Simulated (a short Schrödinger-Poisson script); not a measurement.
Stack: gated Al0.33Ga0.67N/GaN polarisation-induced gas, at 300 K.

```csv
layer,material,thickness (nm),Na (cm⁻³)
1,Al0.33Ga0.67N,15,-
2,GaN,6000,2e15
```

The device is made up for the run: typed textbook-type constants, with dimensions and the other settings drawn at random. Al0.33Ga0.67N: permittivity 9.3, conduction-band edge (eV) 0.462, gap (eV) 4.09, electron mass (mₑ) 0.24, Nv at 300 K (cm⁻³) 4.6e19. GaN: permittivity 9.5, conduction-band edge (eV) 0, gap (eV) 3.43, Nv at 300 K (cm⁻³) 4.6e19.

Channel valleys (confinement mass, in-plane density-of-states mass, number): Γ 0.2, 0.2, 1. At the gate the conduction-band edge of layer 1 lies 1.27 eV − eVg above the Fermi level of the channel; the field vanishes at the back. Sheet of polarisation charge: +1.6e13 e/cm² at 15 nm from the gate. The barrier under the gate holds no holes. Gaps are held at their typed values at every temperature. Mesh 0.08 nm at interfaces.

From a short Schrödinger-Poisson script (our own, NumPy): 1D Poisson equation in equilibrium, electrons quantum, Hartree (BenDaniel-Duke, 40 states a valley, the channel's in-plane mass for all, wave functions free to enter the barrier), parabolic valleys, classical holes, full ionisation, no traps, pinning or gate leakage.

Only gate voltages with over 1e8 electrons/cm² are shown.

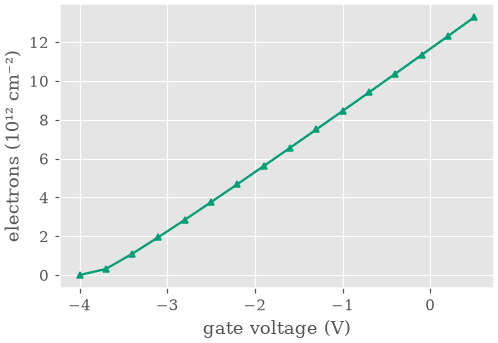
Figure: Sheet density against gate voltage

```
Vg (V)  electrons (cm⁻²)  in the channel layer  C (μF/cm²)  Γ E0 (meV)  Γ E1 (meV)
------  ----------------  --------------------  ----------  ----------  ----------
0.5              1.33e13               1.21e13       0.522      -137.9         3.2
0.2              1.23e13               1.13e13       0.519      -128.2         6.8
-0.1             1.13e13               1.05e13       0.517      -118.3        10.5
-0.4             1.04e13               9.69e12       0.514      -108.3        14.1
-0.7             9.41e12               8.86e12       0.512       -98.1        17.8
-1               8.45e12               8.02e12       0.510       -87.8        21.5
-1.3             7.50e12               7.16e12       0.507       -77.3        25.3
-1.6             6.55e12               6.30e12       0.504       -66.6        29.2
-1.9             5.61e12               5.43e12       0.500       -55.6        33.4
-2.2             4.68e12               4.55e12       0.496       -44.1        37.8
-2.5             3.76e12               3.67e12       0.490       -31.8        42.7
-2.8             2.84e12               2.80e12       0.483       -18.2        48.4
-3.1             1.95e12               1.93e12       0.470        -2.3        55.7
-3.4             1.09e12               1.08e12       0.446        18.9        67.0
-3.7             3.13e11               3.11e11       0.367        58.0        93.8
-4                2.59e8                2.58e8     0.00827       245.6       273.8
```

Subbands count from the Fermi level.
